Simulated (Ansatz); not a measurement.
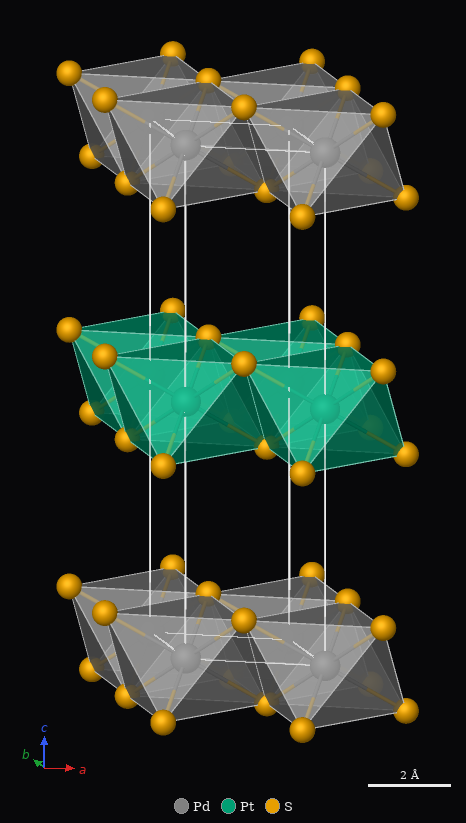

An orthographic polyhedral view of the structure, slightly off an axis. One conventional unit cell is outlined, and atoms on its boundary appear in each equivalent place. Some neighbours outside the box are added.

PdPtS₄, space group P-3m1 (No. 164), a = 3.567 Å, b = 3.567 Å, c = 12.891 Å, α = 90.00°, β = 90.00°, γ = 120.00°. Its origin is a structure type filled with these elements by a generator (whether the compound takes this form wasn't checked). Earlier steps of the study may have refined or changed the cell and positions. It went into a calculation with Ansatz.

This one geometry was computed with Ansatz (DFT, plane waves, PAW) at three levels of theory: HSE06, PBE and PBE with spin-orbit coupling.

Which level gives the highest pressure at this volume, and what does that say about its equilibrium volume?

Highest: PBE (0.0 GPa) and PBE with spin-orbit coupling (0.0 GPa), which points to the largest equilibrium volume. Lowest, with the smallest volume: HSE06 (-3.5 GPa). Levels within 0.5 GPa of each other can't be told apart.

How does the band gap change with the level of theory?

PBE with spin-orbit coupling: a gap of 1.04 eV, indirect; PBE: a gap of 1.05 eV, indirect; HSE06: a gap of 1.71 eV, indirect.

Collect the results in a table.

| level | cutoff (eV) | k-mesh of the run's cell | gap (eV) | pressure (GPa) |
| --- | --- | --- | --- | --- |
| HSE06 | 420 | 6×6×2 | 1.71 | -3.5 |
| PBE | 420 | 12×12×2 | 1.05 | 0.0 |
| PBE with spin-orbit coupling | 420 | 12×12×2 | 1.04 | 0.0 |

Gaps are taken on the k-mesh or band path of each run.
